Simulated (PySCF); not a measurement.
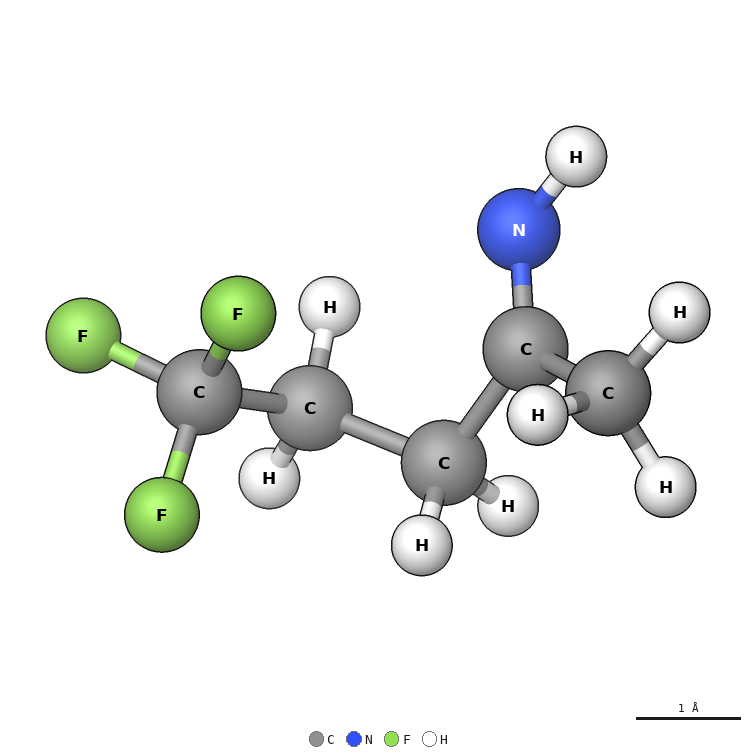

Rendered structure (ball-and-stick style).

The computed structure is the end point of a GFN2-xTB optimisation. No frequency run is at hand to confirm it as a minimum.

What does the picture show?

The molecule is C5H8F3N. SMILES: `[H]/N=C(\C)CCC(F)(F)F`. It has no ring. Among its groups: imine, C–F bond. The point group is C1. Coordination: 4 C tetrahedral; 1 C trigonal planar; 1 N bent.

The parts below concern this one geometry. Atoms keep their numbers from picture to picture.

## Electronic properties

No frequency run is at hand to confirm it as a minimum. Level of theory: PBE0/def2-SVPD, gas phase (PySCF 2.14.0). Excitations: vertical, linear response.

Computed properties:

- dipole moment: 3.31 D
- HOMO energy (Kohn–Sham orbital): −7.61 eV
- LUMO energy (Kohn–Sham orbital): −0.19 eV
- HOMO–LUMO gap: 7.42 eV
- mean static polarisability: 69.6 bohr³
- lowest vertical singlet excitation: 5.43 eV
- its oscillator strength: 0.002
- brightest of the 6 lowest singlets: 8.24 eV
- its oscillator strength: 0.06

## Bond orders

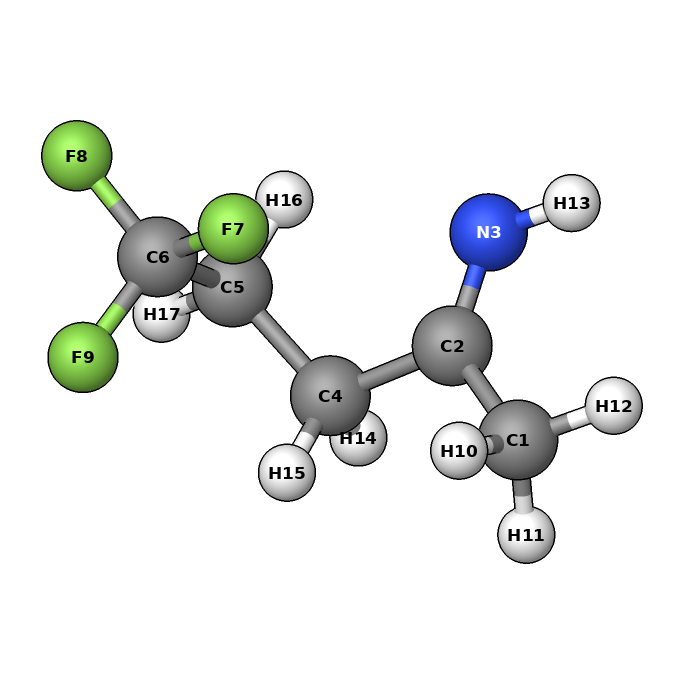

Every bond is drawn as one stick. No frequency run is at hand to confirm it as a minimum. Method: PBE0/pcSseg-1 (PySCF 2.14.0).

**Which bond between heavy atoms has the highest Mayer bond order?**

C2–N3, 2.08, at a length of 1.257 Å.

List the Mayer bond orders of C1–C2, C2–N3, C2–C4, C4–C5, C5–C6, C6–F7, C6–F8, C6–F9 (bonds between heavy atoms, one of each equivalent set).

| bond | Mayer order | length (Å) |
| --- | --- | --- |
| C1–C2 | 1.01 | 1.501 |
| C2–N3 | 2.08 | 1.257 |
| C2–C4 | 0.94 | 1.512 |
| C4–C5 | 1.04 | 1.529 |
| C5–C6 | 1.03 | 1.513 |
| C6–F7 | 1.00 | 1.340 |
| C6–F8 | 1.00 | 1.342 |
| C6–F9 | 0.98 | 1.348 |

## Charges

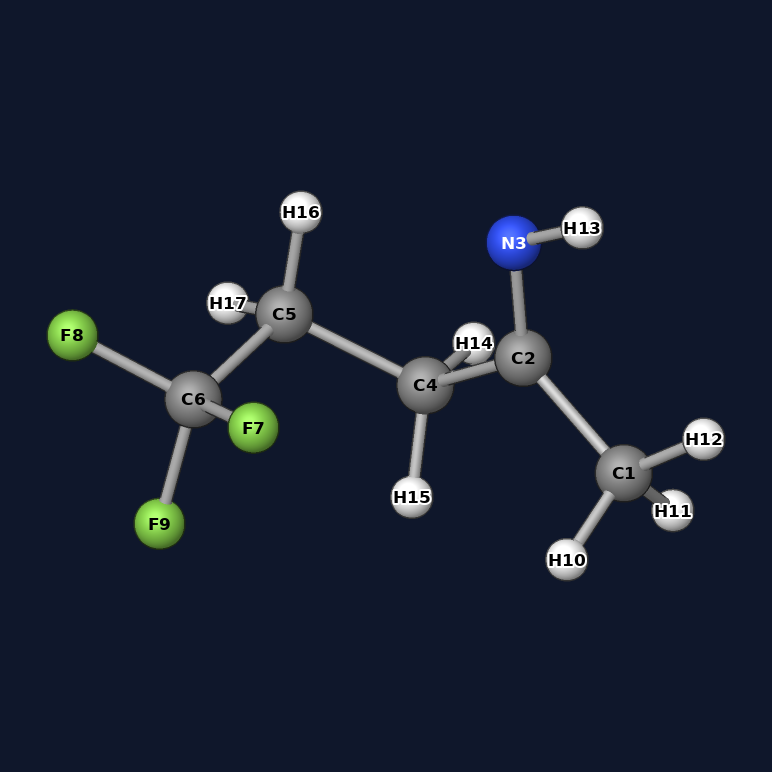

The questions are on Hirshfeld charges. No frequency run is at hand to confirm it as a minimum. Properties computed with PBE0/pcSseg-1, gas phase (PySCF 2.14.0).

Give the Hirshfeld charges atom by atom.

| atom | value (e) |
| --- | --- |
| C1 | −0.12 |
| C2 | 0.10 |
| N3 | −0.23 |
| C4 | −0.07 |
| C5 | −0.09 |
| C6 | 0.26 |
| F7 | −0.09 |
| F8 | −0.10 |
| F9 | −0.10 |
| H10 | 0.06 |
| H11 | 0.05 |
| H12 | 0.05 |
| H13 | 0.11 |
| H14 | 0.06 |
| H15 | 0.04 |
| H16 | 0.04 |
| H17 | 0.05 |
